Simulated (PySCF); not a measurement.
H6P2Si

| atom | x (Å) | y (Å) | z (Å) |
| --- | --- | --- | --- |
| P | -1.7844 | 0.3167 | -0.7960 |
| Si | 0.0113 | -0.6514 | 0.1897 |
| P | 1.8360 | 0.2928 | -0.7672 |
| H | -2.7129 | -0.2021 | 0.1596 |
| H | -1.6125 | 1.5470 | -0.0876 |
| H | -0.0004 | -0.5354 | 1.6819 |
| H | 0.0053 | -2.1012 | -0.1725 |
| H | 2.7424 | -0.2461 | 0.1982 |
| H | 1.6750 | 1.5223 | -0.0549 |

Geometry: PBE0-D3(BJ)/def2-SVP.

The calculation used PBE0/pcSseg-1, SCF density, gas phase, non-relativistic (PySCF).

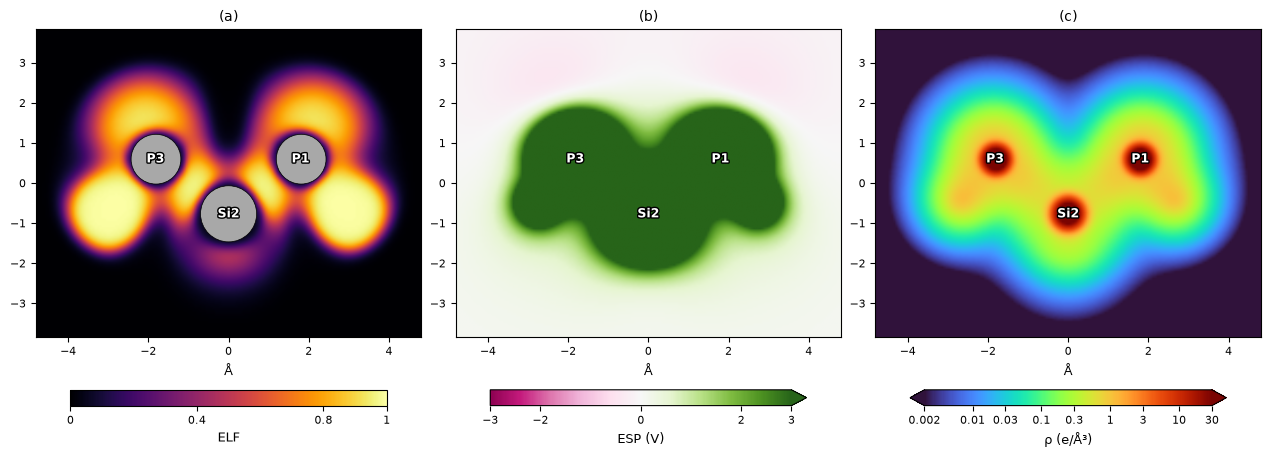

Figure 1. (a) electron localisation function; (b) molecular electrostatic potential; (c) electron density on the plane of atoms P1, Si2 and P3. Grey discs cover the atomic cores in the ELF map.

### Read the bonding off the picture.

Atoms in the plane: P and Si. Si–P (2.27 Å): ρ at the midpoint is about 0.72 e/Å³, with its minimum of 0.64 e/Å³ about 0.8 Å from Si; the ELF peaks at about 0.95 between the atoms; a shared electron pair. The ELF also peaks beside P3 and P1, away from the bonds: lone-pair regions. Outside the dense part of the molecule the potential is most negative (−0.4 V) near P1 and P3.

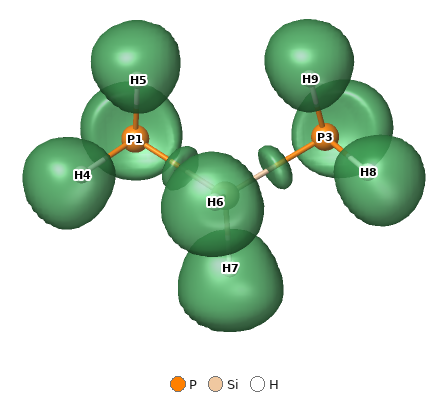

Figure 2. Isosurface of the electron localisation function at 0.9 (green), seen across its widest extent. Only the valence region is drawn (cores and ρ < 0.01 e/Å³ removed).

### What do the ELF domains correspond to?

The ELF exceeds this value in two regions between bonded P–Si atoms (shared pairs), six regions around hydrogen nuclei and two lobes on P, pointing away from the bonds (lone pairs).


 P–H (1.43 Å): the ELF climbs to about 1 towards the hydrogen, as it does in any bond to H.
